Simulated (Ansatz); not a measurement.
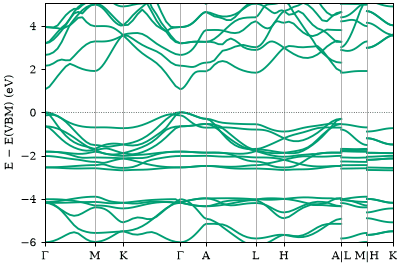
Band structure from plane-wave PAW PBE (Ansatz code)

### Question
Read off the gap and where the band edges lie.

### Answer
About 1.1 eV (1.07 eV by a search for the band edges); maximum at Γ, minimum at Γ.

### Question
Which compound is it?
A) CaCu2S2, P-3m1 (Cu on 2d, Ca on 1a, S on 2d)
B) SnS2, CdI2 type
C) ZrSe2, CdI2 type

### Answer
A, CaCu2S2, P-3m1 (Cu on 2d, Ca on 1a, S on 2d)

The workflow started from an entry of the Crystallography Open Database (COD, 293 K). Whether it is the stable phase at ambient conditions was not checked. The PBE relaxation kept the symmetry of its start; whether a distortion lowers the energy is not shown. No spin polarisation was allowed.

Potentials: the later of the program's two PAW sets.
